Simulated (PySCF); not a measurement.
# C3H16Si4: what the fields show

Input file:

```
{"job": {"kind": "nmr", "xc": "PBE0", "basis": "pcSseg-1"}, "charge": 0, "multiplicity": 1}
C      3.160315     0.845630     1.294928
Si     2.016655     0.838617    -0.220420
C      0.476027    -0.202473     0.190176
C     -0.627223    -0.198423    -0.877141
Si    -0.165240    -1.209920    -2.421394
Si    -2.278645    -0.772776    -0.094792
Si    -2.802326     0.563934     1.716328
H      2.641474     1.179521     2.188953
H      4.003998     1.510203     1.138405
H      3.558451    -0.144533     1.497215
H      1.590646     2.214758    -0.521372
H      2.748061     0.298042    -1.372698
H      0.765751    -1.235381     0.398493
H      0.069484     0.186549     1.132318
H     -0.777002     0.836928    -1.206358
H     -1.315772    -1.268860    -3.325841
H      0.210198    -2.567363    -2.017918
H      0.954341    -0.592113    -3.134944
H     -2.121481    -2.186708     0.285153
H     -3.320059    -0.756690    -1.134285
H     -4.241588     0.809090     1.842773
H     -2.380555    -0.008802     2.999964
H     -2.170263     1.887753     1.652536
```

Launched as:

```sh
OMP_NUM_THREADS=1 python probes_run.py task.json out
```

Geometry: GFN2-xTB.

These are results of PySCF 2.14.0, PBE0/pcSseg-1, SCF density, gas phase, non-relativistic, not measurements.

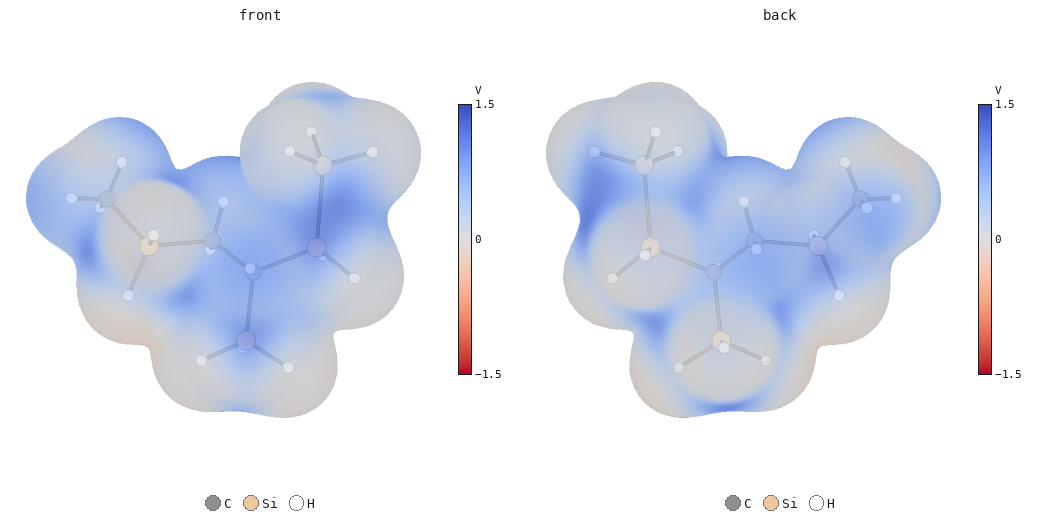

Figure 1. The molecular electrostatic potential painted on the density surface at 0.002 e/bohr³, seen from the front and from behind; red is negative and blue positive.

Which sites attract a positive test charge, and which a negative one?

Answer. A positive charge is drawn to the negative regions and a negative charge to the positive ones. The most negative region (about −0.1 V) lies over C1, H12, H16 and H18, the most positive (about +1.1 V) over Si6 and Si7.

What dipole moment does the calculation give?

Answer. Its dipole moment is 0.74 D.

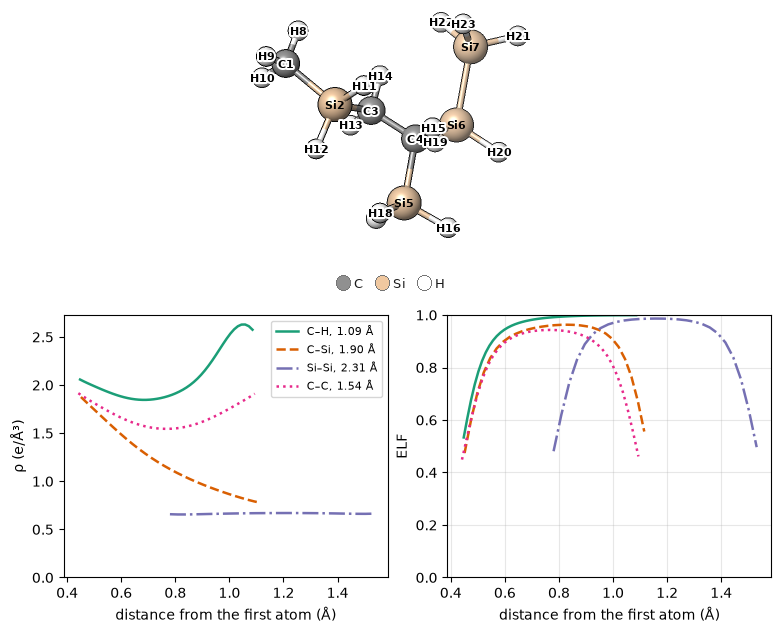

Figure 2. Electron density and ELF along straight lines between neighbouring atoms. The curves leave out the atomic cores. The structure is drawn too.

What kind of bonding do the profiles show?

Answer. C–H (1.09 Å): ρ at the midpoint is about 1.9 e/Å³; the ELF climbs to about 1 towards the hydrogen, as it does in any bond to H: an ordinary covalent bond to hydrogen.
C–Si (1.90 Å): ρ at the midpoint is about 0.91 e/Å³; the ELF peaks at about 0.95 between the atoms (localised, covalent bonding).
Si–Si (2.31 Å): ρ at the midpoint is about 0.67 e/Å³; the ELF peaks at about 1 between the atoms (a covalent bond).
C–C (1.54 Å): ρ is about 1.5 e/Å³ halfway; the ELF peaks at about 0.95 between the atoms, as expected for localised, covalent bonding.
